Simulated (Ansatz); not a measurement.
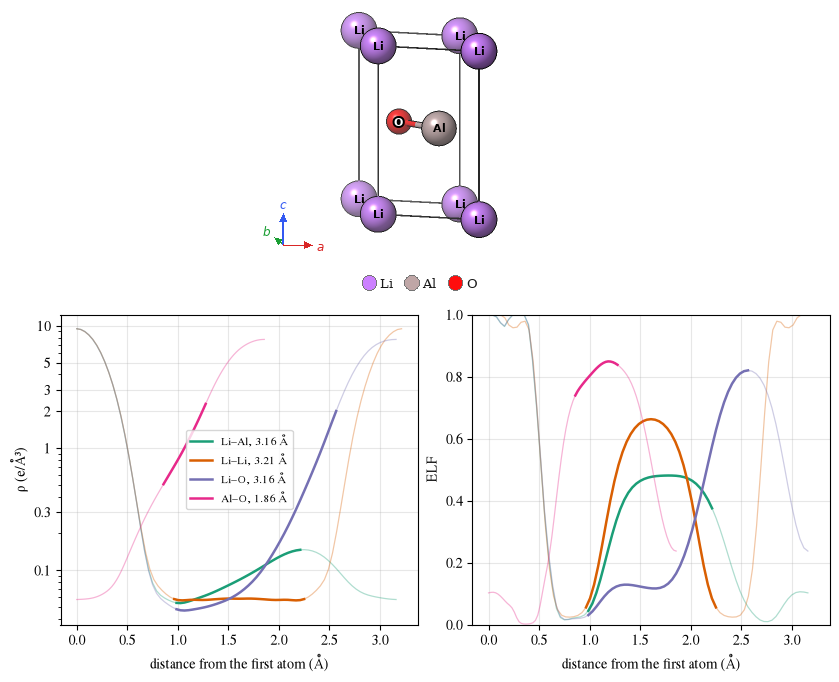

Figure. LiAlO. Valence electron density and electron localisation function along straight lines between neighbouring atoms. Thin, pale parts lie inside the atomic spheres. The structure is drawn too.

Space group P-6m2; a structure generated by program, which may or may not match a known phase.

All numbers below come from Ansatz 0.2.0, DFT PBE, scalar-relativistic, plane waves, PAW.

The density is the valence pseudo-density of a PAW calculation; it isn't the true density close to the nuclei.

### What can be read from the curves?

Li–Al (3.16 Å): ρ at the midpoint is about 0.08 e/Å³, with its minimum of 0.05 e/Å³ about 1.0 Å from Li; the ELF is about 0.45 at the midpoint.
Li–Li (3.21 Å): ρ is about 0.06 e/Å³ halfway; the ELF peaks at about 0.65 between the atoms.
Li–O (3.16 Å): the density is about 0.06 e/Å³ at the midpoint, with its minimum of 0.05 e/Å³ about 1.1 Å from Li; the ELF is about 0.10 at the midpoint: no localised pair shows between them.
Al–O (1.86 Å): ρ at the midpoint is about 0.63 e/Å³; the ELF peaks at about 0.85 in the valence shell of O, 0.7 Å from its nucleus, and is about 0.75 at the midpoint.
